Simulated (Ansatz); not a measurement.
# Is the response still linear at 0.5 V/Å? 1T-CoBrI monolayer

The dipole of a slab grows in proportion to a weak field along its normal. Does the weak-field slope carry to a strong field?

**Method.** Ansatz 0.2.0, plane waves with PAW datasets (its set soft_2), PBEsol-D3(BJ); atoms held at their relaxed places, 18 Å of vacuum, dipole correction, cell area 11.47 Å², spin-polarised, 18×18 k-points, smearing 0.02585 eV. Without field the slab has no gap over 0.05 eV.

```tsv
run	field (V/Å)	dipole (e·Å)
run 1	−0.10	−0.07738
run 2	0.00	−0.04580
run 3	0.10	−0.01419
run 4	0.50	?
```

**Question.** What value belongs in the row marked “?”, and how far can the other rows tell?

A least-squares line through the 3 rows shown has slope 0.315950 and intercept −0.045790; no row lies more than 0.00001 e·Å off it. A perfect conductor with that slope would be 180.95 × 0.31595 / 11.47 = 4.98 Å thick. At 0.50 it gives 0.315950 × 0.50 + (−0.045790) = 0.11218 e·Å, beyond the rows fitted. Rounding and scatter of the rows alone allow about ±0.00005 e·Å there.

The run itself gives 0.11299 e·Å: a miss of +0.00081 e·Å. That is under 1 % of the induced dipole, so the response is still linear.

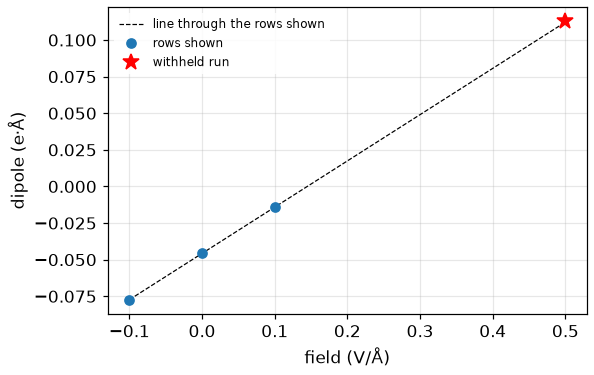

The fit and the withheld run.

**Limits.** Ions are held, so this is the electronic response. Of the series that stay linear within 1 %, this collection keeps about one in seven, and it keeps all that bend. With a small gap or none the response hangs on mesh and smearing, which were not varied here. Spin-orbit coupling is left out, which changes the bands of elements this heavy.

[Logs are printed without paths, hosts, clocks, repeated set-up lines and the standing remarks that a program may print on its own settings, such as how far it seeks lower states.]
